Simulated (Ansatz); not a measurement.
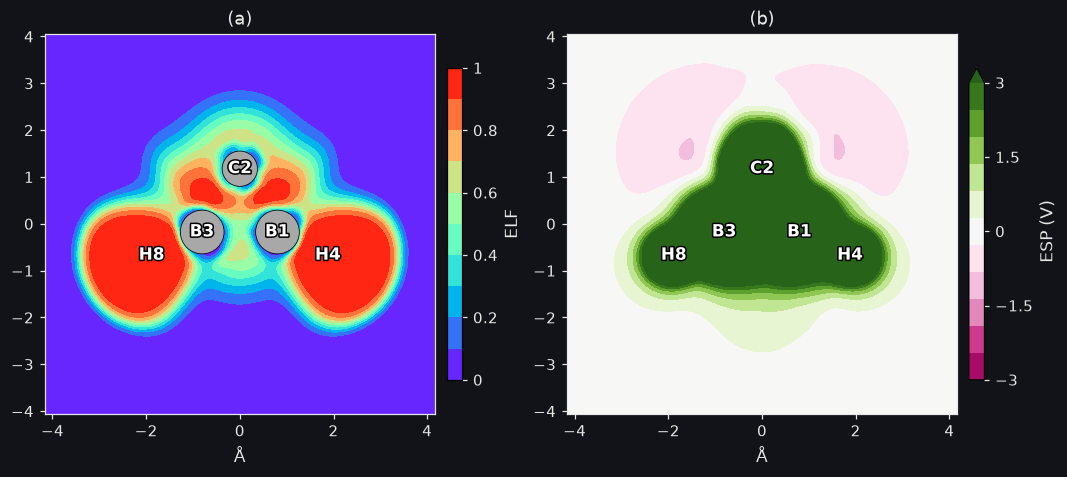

Figure 1: CH₆B₂. (a) electron localisation function; (b) electrostatic potential on the plane of atoms B3, B1 and H4. Grey discs cover the atomic cores in the ELF map.

Geometry: PBE0-D4/def2-TZVP.

Theory: RKS PBE0-D4/def2-TZVPP in Ansatz 0.2.0.

Input

```
crystal:
  periodic: [false, false, false]
  atoms:
    - {symbol: B, position_ang: [-0.600559, 0.075852, -0.154801]}
    - {symbol: C, position_ang: [0.941373, -0.217318, -0.246963]}
    - {symbol: B, position_ang: [0.237122, -0.335109, 1.153808]}
    - {symbol: H, position_ang: [-1.575141, 0.383749, -0.758414]}
    - {symbol: H, position_ang: [-0.541231, 0.776628, 1.014224]}
    - {symbol: H, position_ang: [1.613284, 0.618313, -0.414672]}
    - {symbol: H, position_ang: [1.261444, -1.130391, -0.738613]}
    - {symbol: H, position_ang: [0.386432, -0.578574, 2.305931]}
    - {symbol: H, position_ang: [-0.889143, -0.952576, 0.693906]}
basis:
  gaussian: {orbitals: def2-TZVPP}
hamiltonian: {xc: pbe0, dispersion: d4}
output: {orbitals: {seedname: orbitals}}
```

Launched as:

```sh
ansatz run in.yaml --threads 2 --pin off --events-out ev --progress --plain --max-ram 4352MiB
```

What do the fields say about this system?

The plane passes through B, C and H nuclei. C–B (1.57 Å): the ELF peaks at about 0.95 between the atoms: localised, covalent bonding. B–B (1.61 Å): the ELF reaches about 0.55 near the midpoint. B–H (1.19 Å): the ELF climbs to about 1 towards the hydrogen, as it does in any bond to H: an ordinary covalent bond to hydrogen. Outside the dense part of the molecule the potential is most negative (−0.9 V) near C2.
